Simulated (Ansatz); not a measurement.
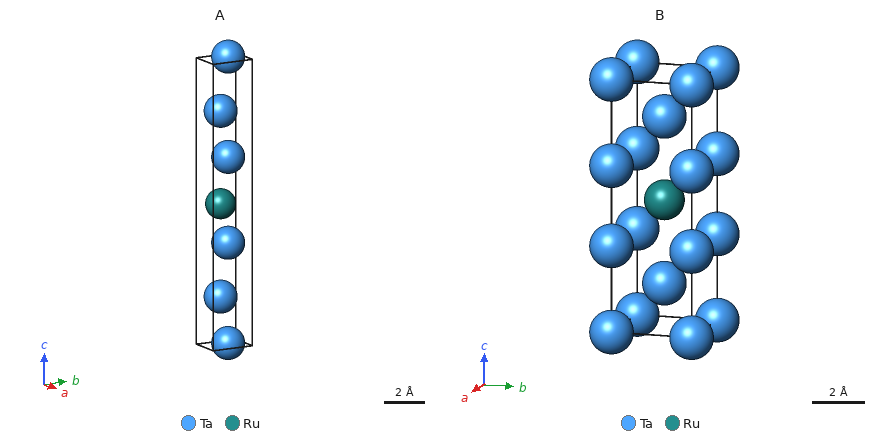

Two structures of Ta$_{5}$Ru, each relaxed to rest (conventional cells in solid outline, small ones repeated, not to one scale). Method: DFT PBE, scalar-relativistic, plane waves, PAW in Ansatz 0.2.0, without spin polarisation.

**Which structures are these?**

A: 6 atoms a cell on a primitive hexagonal lattice, P-6m2. B: 6 atoms a cell on a primitive tetragonal lattice, P4/mmm.

**Which is the more stable form at this level of theory?**

B is lower, by 368 meV/atom at this level of theory (energies at zero smearing). Volumes: A 17.8, B 17.4 Å³/atom.

One or both may be structure types tried for this composition rather than known phases.
